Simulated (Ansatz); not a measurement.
# Cr2PbO3: what the fields show

Input file:

```
crystal:
  lattice:
    - [-1.9710796432, 1.9710796432, 5.0520599198]
    - [1.9710796432, -1.9710796432, 5.0520599198]
    - [1.9710796432, 1.9710796432, -5.0520599198]
  atoms:
    - { symbol: Cr, position: [0.7070062342, 0.7070062342, 0.0], spin: 2.78 }
    - { symbol: Cr, position: [0.2929937658, 0.2929937658, 0.0], spin: 2.78 }
    - { symbol: Pb, position: [0.0, 0.0, 0.0] }
    - { symbol: O, position: [0.75, 0.25, 0.5] }
    - { symbol: O, position: [0.5, 0.5, 0.0] }
    - { symbol: O, position: [0.25, 0.75, 0.5] }
basis:
  ecutwfc: 420
kpoints:
  mp_grid: { grid: [12, 12, 12] }
  band_path:
    path:
      - [[0.0, 0.0, 0.0], [0.0, 0.0, 0.5], [0.25, 0.25, 0.25], [0.0, 0.5, 0.0], [0.0, 0.0, 0.0], [0.5, 0.5, -0.5], [0.28805497, 0.71194503, -0.28805497]]
      - [[-0.28805497, 0.28805497, 0.28805497], [0.0, 0.0, 0.0]]
      - [[0.0, 0.0, 0.5], [-0.07610994, 0.07610994, 0.5]]
      - [[0.5, 0.5, -0.07610994], [0.5, 0.5, -0.5]]
    npoints: 14
hamiltonian:
  xc: pbe
scf:
  occupations: { method: gaussian, width: 0.1 }
  n_extra_bands: 15
output:
  forces: true
  stress: true
  eigenvalues: true
  populations: true
  dos: { projected: true, de: 0.02, nscf_kmesh: { grid: [15, 15, 15] } }
  bader: true
  write_density: true
  write_potential: true
  elf: true
  volumetric_format: npy
magnetization:
  spin_polarized: true
```

Command:

```sh
ansatz run input.yaml --threads 1 --pin off --max-ram 2560MiB --backend cpu --events-out ev --progress --plain --runs-dir out
```

Below, planes, directions and counts refer to the conventional cell (a = 3.94 Å, b = 3.94 Å, c = 10.10 Å, α = 90.00°, β = 90.00°, γ = 90.00°).

Space group I4/mmm; a structure from a database of computed crystals, not necessarily the ambient phase; a generated structure, not necessarily the stable one; the SCF solution may not be the lowest one; the program warned that another magnetic order may lie lower; spin-polarised.

These are results of DFT PBE, scalar-relativistic, plane waves, PAW in Ansatz, not measurements.

In a PAW calculation such maps are meaningful between the atoms, not at the nuclei.

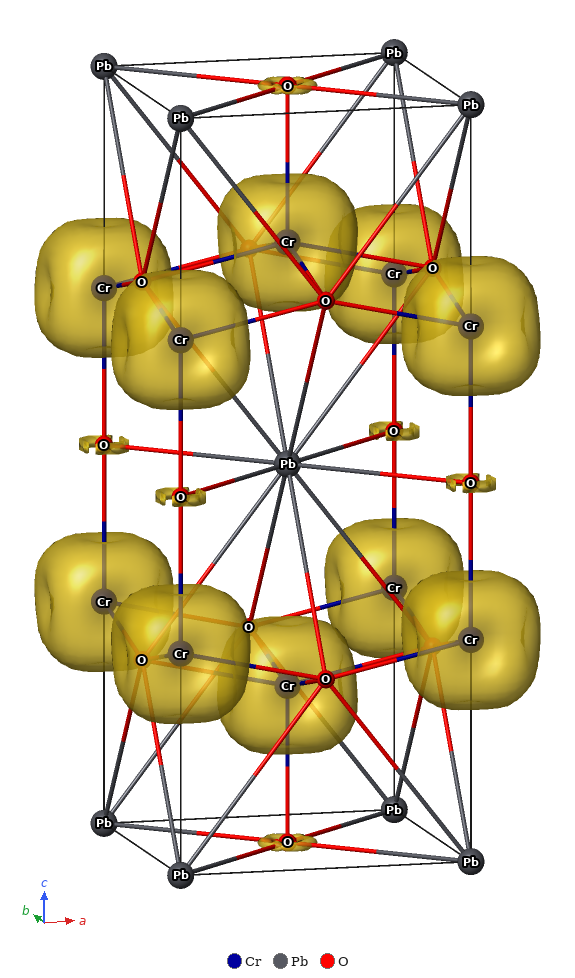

Figure 1. Isosurfaces of the spin density at +0.15 (yellow) and −0.15 e/Å³ (cyan), seen slightly off an axis. Sticks mark near contacts.

### Which atoms carry the moments, and with what signs?

The spin density sits on Cr: +2.5 μB (×4) in one cell of 12 atoms, with smaller moments on O (up to +0.05 μB): parallel main moments (a ferromagnetic arrangement) in this solution. The cell of the calculation (6 atoms) carries 6.2 μB of net spin moment.

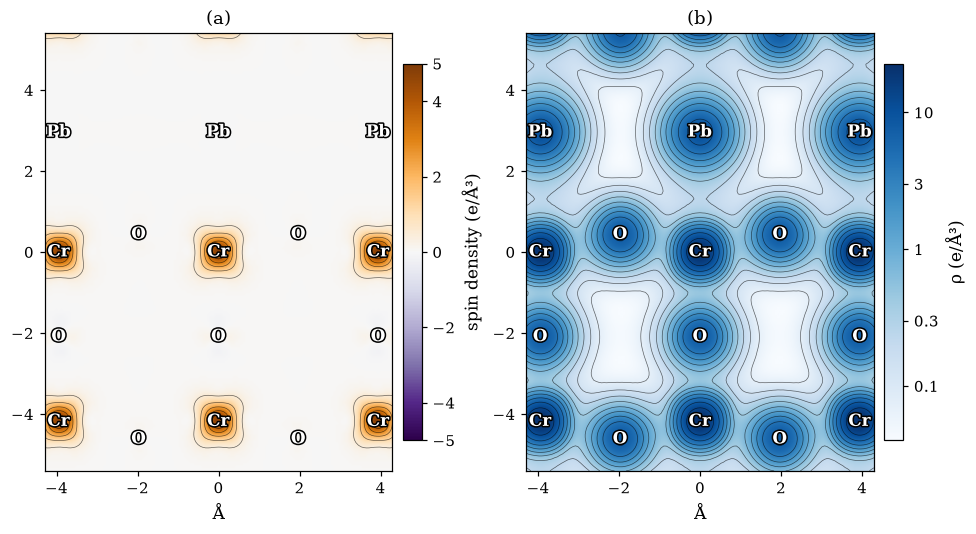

Figure 2. (a) magnetisation density (up minus down); (b) valence electron density on the (100) plane of the conventional cell.

### What does the map show?

Atoms in the plane: Cr, Pb and O. Cr–O (2.02 Å): ρ at the midpoint is about 0.56 e/Å³. Cr–O (2.09 Å): the density is about 0.48 e/Å³ at the midpoint. Pb–O (3.20 Å): ρ at the midpoint is about 0.12 e/Å³. Between the atoms the lowest density in this plane is 0.04 e/Å³.

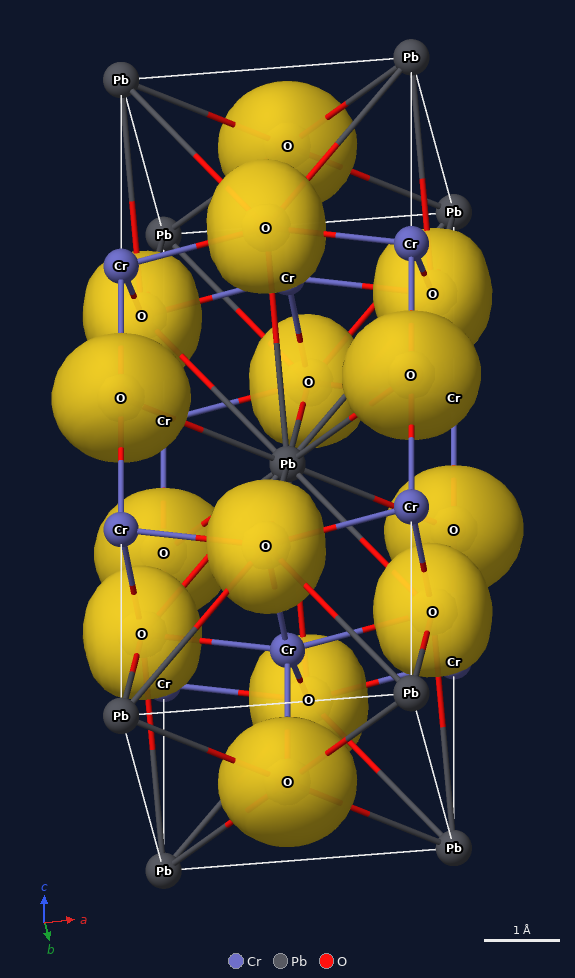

Figure 3. Isosurface of the electron localisation function at 0.65 (yellow), seen at an oblique angle. Core shells and regions of very low density are left out. Sticks mark near contacts.

### Where are the electrons localised?

At this value the surface marks out six regions wrapped around O (the valence shell of each), counted in one cell of 12 atoms. Regions shared between cells count once. Along the contacts the grid gives the following. Cr–O (2.02 Å): the ELF peaks at about 0.85 in the valence shell of O, 0.6 Å from its nucleus, and is about 0.15 at the midpoint (no shared electron pair shows on this line). Pb–O (2.79 Å): the ELF is about 0.10 at the midpoint: no localised pair shows between them.

### How much charge does the calculation move between the atoms?

Electrons move from Cr and Pb towards O. Bader charges: Cr +1.49, Pb +0.76 and O −1.24 e.
